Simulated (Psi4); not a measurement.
# Frequency calculation, with input and output: SiH2Br2 (part 2 of 3)

Continued. System: SiH2Br2. Method: HF-3c/MINIX, RHF (Psi4 1.11). The geometry was optimised with HF-3c/MINIX.

Geometry of the input (Å):
```
Br -1.6562  -1.2437  0.3525
Si 0.1893  -0.0457  0.0703
Br -0.2735  1.8325  -1.0153
H  1.1429  -0.8371  -0.7459
H  0.7297  0.3055  1.4071
```

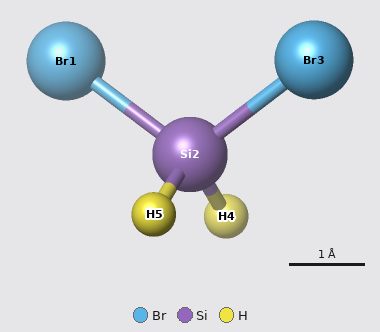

**Figure 1.** The input geometry (ball-and-stick view, seen at a tilt; atoms are numbered from 1 in the order of the input).

Output, continued
```
       1A   -489.977181     2A   -489.977163     3A    -68.454164
       4A    -65.146745     5A    -65.146735     6A    -58.518302
       7A    -58.518284     8A    -58.517285     9A    -58.517270
      10A    -58.517238    11A    -58.517228    12A     -9.838862
      13A     -9.838851    14A     -7.454094    15A     -7.454084
      16A     -7.447408    17A     -7.447398    18A     -7.447187
      19A     -7.447177    20A     -6.218541    21A     -4.296478
      22A     -4.296140    23A     -4.295134    24A     -3.195846
      25A     -3.195828    26A     -3.193114    27A     -3.193104
      28A     -3.192868    29A     -3.192857    30A     -3.186086
      31A     -3.186085    32A     -3.186076    33A     -3.186074
      34A     -1.041515    35A     -1.012525    36A     -0.722084
      37A     -0.550828    38A     -0.523930    39A     -0.509722
      40A     -0.439885    41A     -0.435063    42A     -0.422988
      43A     -0.419305

    Virtual:

      44A      0.146144    45A      0.177850    46A      0.299546
      47A      0.322838    48A      0.465673    49A      0.485368
      50A      0.493048    51A      0.512901    52A      0.555592
      53A      0.677542    54A      0.718845    55A      0.724175
      56A      0.725445    57A      0.726229    58A      0.737784
      59A      0.770926    60A      0.799431    61A      0.815798
      62A      0.922548    63A      0.925774    64A      0.944845
      65A      0.978824    66A      1.005966    67A      1.010056
      68A      1.061841    69A      1.183644    70A      1.327159
      71A      3.891105    72A      3.891261    73A      3.891890
      74A      3.893626    75A      3.911054    76A      3.927220
      77A      3.940968    78A      3.957770    79A      4.070786
      80A      4.126950

    Final Occupation by Irrep:
              A
    DOCC [    43 ]
    NA   [    43 ]
    NB   [    43 ]

  @RHF Final Energy: -5432.89359733771380

   => Energetics <=

    Nuclear Repulsion Energy =            446.5189415333547345
    One-Electron Energy =               -8456.2725171367856092
    Two-Electron Energy =                2576.8615259220400731
    Total Energy =                      -5432.8935973377147093

Computation Completed

Properties will be evaluated at   0.000000,   0.000000,   0.000000 [a0]

Properties computed using the SCF density matrix

 Multipole Moments:

 ------------------------------------------------------------------------------------
     Multipole            Electronic (a.u.)      Nuclear  (a.u.)        Total (a.u.)
 ------------------------------------------------------------------------------------

 L = 1.  Multiply by 2.5417464519 to convert [e a0] to [Debye]
 Dipole X            :         -5.8399586            6.4661013            0.6261428
 Dipole Y            :          1.7208692           -1.9052716           -0.1844024
 Dipole Z            :         -2.0335311            2.2513799            0.2178487
 Magnitude           :                                                    0.6881258

 ------------------------------------------------------------------------------------

	total time  =          1 seconds =       0.02 minutes

   Analytical Dispersion Hessians are not supported by any engine.
       Computing the Hessian through finite difference of gradients.

         ----------------------------------------------------------
                                   FINDIF
         ----------------------------------------------------------

         ------------------------------------------------------------
                                   SCF HESS
         ------------------------------------------------------------

  ==> Geometry <==

    Molecular point group: c1
    Full point group: C1

    Geometry (in Angstrom), charge = 0, multiplicity = 1:

       Center              X                  Y                   Z               Mass
    ------------   -----------------  -----------------  -----------------  -----------------
         BR          -0.883638622467    -1.481415980487     0.616956068923    78.918337600000
         SI           0.961864377533    -0.283425980487     0.334832068923    27.976926534650
         BR           0.499007377533     1.594752019513    -0.750854931077    78.918337600000
         H            1.915476377533    -1.074789980487    -0.481426931077     1.007825032230
         H            1.502229377533     0.067766019513     1.671617068923     1.007825032230

  Nuclear repulsion =  446.518941533354734

  ==> Basis Set <==

  Basis Set: MINIX
    Blend: MINIX
    Number of shells: 32
    Number of basis functions: 80
    Number of Cartesian functions: 87
    Spherical Harmonics?: true
    Max angular momentum: 2

  ==> DirectJKGrad: Integral-Direct SCF Gradients <==

    Gradient:                    2
    J tasked:                  Yes
    K tasked:                  Yes
    wK tasked:                  No
    Integrals threads:           1
    Schwarz Cutoff:          1E-12

  ## JHess (Symmetry 0) ##
  Irrep: 1 Size: 15 x 15

                 1                   2                   3                   4                   5

    1     0.95617960544998    12.64564281981151    -3.76998481584151    -2.75842361978320    -9.10829701535960
    2    12.64564281981151    -1.18553961666102    -4.58824217324284    -9.15205387635051     5.05077793324514
    3    -3.76998481584151    -4.58824217324284   -12.68261046645582     2.24442021091938     1.34686552882796
    4    -2.75842361978320    -9.15205387635051     2.24442021091938   -14.41748573195526     4.73215584297354
    5    -9.10829701535960     5.05077793324514     1.34686552882796     4.73215584297354    -9.27932835972578
    6     2.22139152771935     1.33863435655960    10.59221824833704    -0.28835160264733    -7.98104314576306
    7     2.08880583080608    -3.36821231010151     1.49681685103965    10.30828876375944     3.45813814211538
    8    -3.54034867508408    -4.05560872456333     3.38880795109146     3.50184259638230    -3.51572965196539
    9     1.58816228484440     3.42174220095378     2.09527338979204    -1.96792357185505     8.30308613959432
   10    -0.22446650850988     0.00260139504662     0.16814631569398     2.95443208482920     1.22627099777035
   11     0.14046783321909     0.15020608478388    -0.05480359855131     1.15826535455985     3.48185471172116
   12     0.24404708918608     0.01252069996943     0.02360119113457     1.09462778928787    -0.93703328155139
   13    -0.06209530796562    -0.12797802840519    -0.13939856181100     3.91318850314943    -0.30826796749967
   14    -0.13746496258602     0.04016432319355    -0.09262770812500    -0.24020991756521     4.26242536672507
   15    -0.28361608590784    -0.18465508423960    -0.02848236281440    -1.08277282570492    -0.73187524110800

                 6                   7                   8                   9                  10

    1     2.22139152771935     2.08880583080608    -3.54034867508408     1.58816228484440    -0.22446650850988
    2     1.33863435655960    -3.36821231010151    -4.05560872456333     3.42174220095378     0.00260139504662
    3    10.59221824833704     1.49681685103965     3.38880795109146     2.09527338979204     0.16814631569398
    4    -0.28835160264733    10.30828876375944     3.50184259638230    -1.96792357185505     2.95443208482920
    5    -7.98104314576306     3.45813814211538    -3.51572965196539     8.30308613959432     1.22627099777035
    6   -21.83954056704381    -1.94469760648023     8.31133788953843     6.09309394941338     1.24771147587032
    7    -1.94469760648023   -12.44253035080930    -0.28491093714404     0.52567359728932    -0.02362472718538
    8     8.31133788953843    -0.28491093714404     7.59862205147199   -11.72973929787974     0.25737137208123
    9     6.09309394941338     0.52567359728932   -11.72973929787974    -8.06906605932746     0.00663509192975
   10     1.24771147587032    -0.02362472718538     0.25737137208123     0.00663509192975    -2.69283474918446
   11    -1.00584966428393     0.18739902253381    -0.17247633494685    -0.01859345397342    -1.47652882698134
   12     3.44785529126487     0.08357182965026    -0.15462580441439     0.14558957218852    -1.40534887202325
   13    -1.23605379446212     0.06906048343204     0.06604564376477    -0.15254740220836    -0.01350609994947
   14    -0.66307943605111     0.00758608259658     0.14519265999535     0.02350441130532    -0.00971493791686
   15     1.70637307802817    -0.16136467149889     0.18421926166450    -0.26489085208581    -0.01714401147079

                11                  12                  13                  14                  15

    1     0.14046783321909     0.24404708918608    -0.06209530796562    -0.13746496258602    -0.28361608590784
    2     0.15020608478388     0.01252069996943    -0.12797802840519     0.04016432319355    -0.18465508423960
    3    -0.05480359855131     0.02360119113457    -0.13939856181100    -0.09262770812500    -0.02848236281440
    4     1.15826535455985     1.09462778928787     3.91318850314943    -0.24020991756521    -1.08277282570492
    5     3.48185471172116    -0.93703328155139    -0.30826796749967     4.26242536672507    -0.73187524110800
    6    -1.00584966428393     3.44785529126487    -1.23605379446212    -0.66307943605111     1.70637307802817
    7     0.18739902253381     0.08357182965026     0.06906048343204     0.00758608259658    -0.16136467149889
    8    -0.17247633494685    -0.15462580441439     0.06604564376477     0.14519265999535     0.18421926166450
    9    -0.01859345397342     0.14558957218852    -0.15254740220836     0.02350441130532    -0.26489085208581
   10    -1.47652882698134    -1.40534887202325    -0.01350609994947    -0.00971493791686    -0.01714401147079
   11    -3.46717756525347     1.03100240190834    -0.00960338333141     0.00759310369531     0.04824431490032
   12     1.03100240190834    -3.69009940964063    -0.01689783610095     0.04813598408802     0.07305335505268
   13    -0.00960338333141    -0.01689783610095    -3.90664757866641     0.37980373547151     1.54489759458244
   14     0.00759310369531     0.04813598408802     0.37980373547151    -4.45537545360928     0.68406674878278
   15     0.04824431490032     0.07305335505268     1.54489759458244     0.68406674878278    -1.48605321818065

  ## KHess (Symmetry 0) ##
  Irrep: 1 Size: 15 x 15

                 1                   2                   3                   4                   5

    1     0.00556465084954     0.07619676099297    -0.02019641580923    -0.00907718585475    -0.08614743209975
    2     0.07619676099297    -0.05960317075242    -0.00691648173031    -0.08384252096475     0.05789531080592
    3    -0.02019641580923    -0.00691648173031    -0.10032784114505     0.02193283169629     0.01047032794942
    4    -0.00907718585475    -0.08384252096475     0.02193283169629    -0.31577026049588     0.01096209397445
    5    -0.08614743209975     0.05789531080592     0.01047032794942     0.01096209397445    -0.29073802070783
    6     0.02315027065001     0.01090833002581     0.10735556947308    -0.00801442675931    -0.00525235911071
    7    -0.00351328010686    -0.00015721808422     0.00024567931914     0.11094081752603     0.03198004149374
    8     0.00850701693089     0.00425321652714    -0.00294188124365     0.02967742300780    -0.02078711011046
    9    -0.00435370975995    -0.00460357558815    -0.00275120706840    -0.01532471229585     0.07487626136985
   10     0.00408583745911     0.00493224820237    -0.00007813130456     0.08418455490655     0.05580740841853
   11    -0.00152008315493    -0.00233045112994     0.00055487107133     0.05705673478221     0.10827520291279
   12    -0.00330558538963    -0.00229460855515    -0.00165335714865     0.05746252168299    -0.04718667703439
   13     0.00293997765077     0.00287072985365    -0.00190396390162     0.12972207391800    -0.01260211178697
   14     0.00296373733084    -0.00021490544835    -0.00116683604679    -0.01385373079971     0.14535461709945
   15     0.00470544030882     0.00290633584779    -0.00262316411233    -0.05605621432412    -0.03290755317417

                 6                   7                   8                   9                  10

    1     0.02315027065001    -0.00351328010686     0.00850701693089    -0.00435370975995     0.00408583745911
    2     0.01090833002581    -0.00015721808422     0.00425321652714    -0.00460357558815     0.00493224820237
    3     0.10735556947308     0.00024567931914    -0.00294188124365    -0.00275120706840    -0.00007813130456
    4    -0.00801442675931     0.11094081752603     0.02967742300780    -0.01532471229585     0.08418455490655
    5    -0.00525235911071     0.03198004149374    -0.02078711011046     0.07487626136985     0.05580740841853
    6    -0.30320001952971    -0.01654676594261     0.07443324588363     0.06603864455943     0.05464579552082
    7    -0.01654676594261    -0.10524281088001    -0.03073363952973     0.01533372838845    -0.00095536024777
    8     0.07443324588363    -0.03073363952973     0.01304027673786    -0.06596946168596    -0.00431959219081
    9     0.06603864455943     0.01533372838845    -0.06596946168596    -0.06218312716711     0.00297012680504
   10     0.05464579552082    -0.00095536024777    -0.00431959219081     0.00297012680504    -0.08648059324318
   11    -0.04591884038392    -0.00092383475453     0.00338635731496    -0.00435610516486    -0.05508017614086
   12     0.10625835370562    -0.00068553255476     0.00158881967342    -0.00232873624675    -0.05477955542104
   13    -0.05323487346891    -0.00122936629385    -0.00313120821814     0.00137456686230    -0.00083443887471
   14    -0.03417037641481    -0.00016534912524     0.00010725952790     0.00005288106911    -0.00133988828924
   15     0.02354745179134     0.00165289078978    -0.00711072262744     0.00122442591928    -0.00275823560027

                11                  12                  13                  14                  15

    1    -0.00152008315493    -0.00330558538963     0.00293997765077     0.00296373733084     0.00470544030882
    2    -0.00233045112994    -0.00229460855515     0.00287072985365    -0.00021490544835     0.00290633584779
    3     0.00055487107133    -0.00165335714865    -0.00190396390162    -0.00116683604679    -0.00262316411233
    4     0.05705673478221     0.05746252168299     0.12972207391800    -0.01385373079971    -0.05605621432412
    5     0.10827520291279    -0.04718667703439    -0.01260211178697     0.14535461709945    -0.03290755317417
    6    -0.04591884038392     0.10625835370562    -0.05323487346891    -0.03417037641481     0.02354745179134
    7    -0.00092383475453    -0.00068553255476    -0.00122936629385    -0.00016534912524     0.00165289078978
    8     0.00338635731496     0.00158881967342    -0.00313120821814     0.00010725952790    -0.00711072262744
    9    -0.00435610516486    -0.00232873624675     0.00137456686230     0.00005288106911     0.00122442591928
   10    -0.05508017614086    -0.05477955542104    -0.00083443887471    -0.00133988828924    -0.00275823560027
   11    -0.10937073083701     0.04670932405970     0.00046735926811     0.00003962173920     0.00301075041775
   12     0.04670932405970    -0.10517356976312     0.00130815168244     0.00118314185641     0.00289730945290
   13     0.00046735926811     0.00130815168244    -0.13059824640020     0.01239523088335     0.05245611882579
   14     0.00003962173920     0.00118314185641     0.01239523088335    -0.14528659291819     0.03410118953607
   15     0.00301075041775     0.00289730945290     0.05245611882579     0.03410118953607    -0.02504602305120

  Using in-core PK algorithm.
   Calculation information:
      Number of atoms:                   5
      Number of AO shells:              32
      Number of primitives:             82
      Number of atomic orbitals:        87
      Number of basis functions:        80

      Integral cutoff                 1.00e-12
      Number of threads:                 1

  Performing in-core PK
  Using 10500840 doubles for integral storage.
  We computed 101405 shell quartets total.
  Whereas there are 139656 unique shell quartets.

  ==> DiskJK: Disk-Based J/K Matrices <==

    J tasked:                  Yes
    K tasked:                  Yes
    wK tasked:                  No
    Memory [MiB]:             1373
    Schwarz Cutoff:          1E-12

   ==> Coupled-Perturbed RHF Solver <==

    Maxiter             =         100
    Convergence         =   1.000E-06
    Number of equations =          15
   -----------------------------------------------------
     Iter   Residual RMS      Max RMS  Remain  Time [s]
   -----------------------------------------------------
        1      4.078e-01    5.649e-01      15         3
        2      8.724e-02    1.318e-01      15         5
        3      3.525e-02    4.802e-02      15         6
        4      8.113e-03    1.378e-02      15         7
        5      2.962e-03    4.203e-03      15         8
        6      5.787e-04    7.984e-04      15         9
        7      1.661e-04    2.189e-04      15        10
        8      3.027e-05    6.020e-05      15        11
        9      9.844e-06    1.664e-05      15        12
       10      2.859e-06    5.203e-06      15        13
       11      6.913e-07    9.913e-07       0        14
  ## Total Hessian (Symmetry 0) ##
  Irrep: 1 Size: 15 x 15

                 1                   2                   3                   4                   5
```
